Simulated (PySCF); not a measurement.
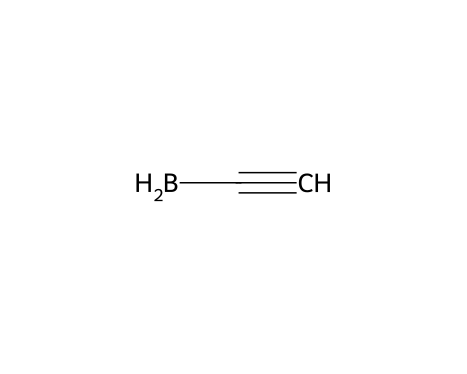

The drawing above gives the connectivity. Computed geometry: PBE0-D3(BJ)/def2-SVP optimisation. No frequency run is at hand to confirm it as a minimum.

Describe the 3D structure.

Formula C2H3B. As SMILES it reads `BC#C`. It has no ring. Among its groups: alkyne, B–H bond. This geometry has C2v symmetry. All atoms lie on one plane. Coordination: 1 B trigonal planar; 2 C linear.

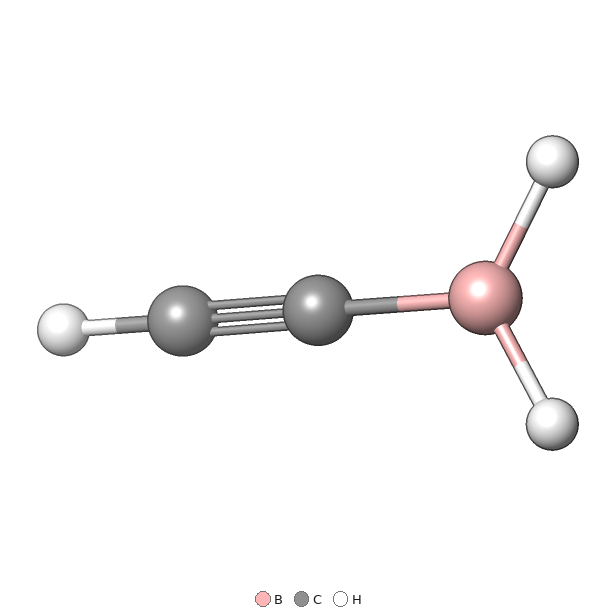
